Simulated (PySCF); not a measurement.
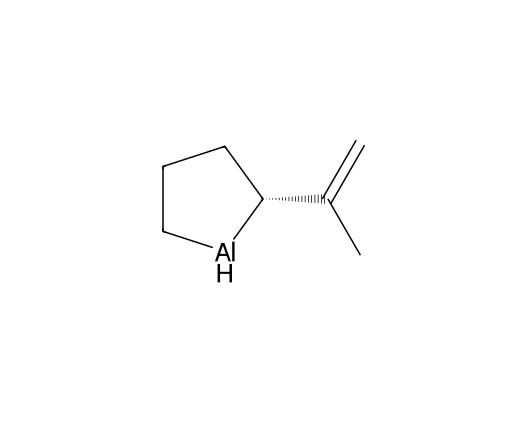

Structural formula above. The computed structure is the end point of a PBE0-D3(BJ)/def2-SVP optimisation. No frequency run is at hand to confirm it as a minimum.

What does the molecule look like in three dimensions?

It has 21 atoms: 7 carbon, 13 hydrogen and 1 aluminium (C₇H₁₃Al). As SMILES it reads `C=C(C)[C@H]1CC[CH2][AlH]1`. Among its groups: alkene. This geometry has C1 symmetry. Coordination: 2 C trigonal planar; 5 C tetrahedral; 1 Al trigonal planar.

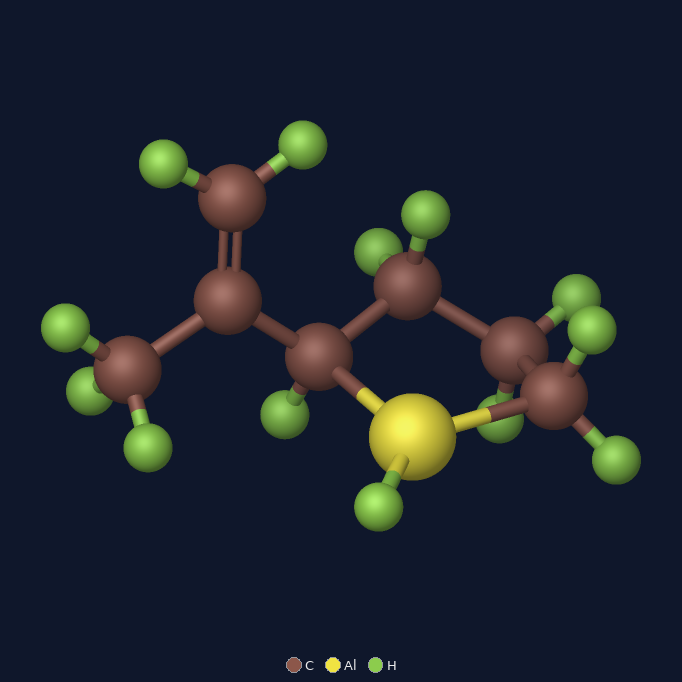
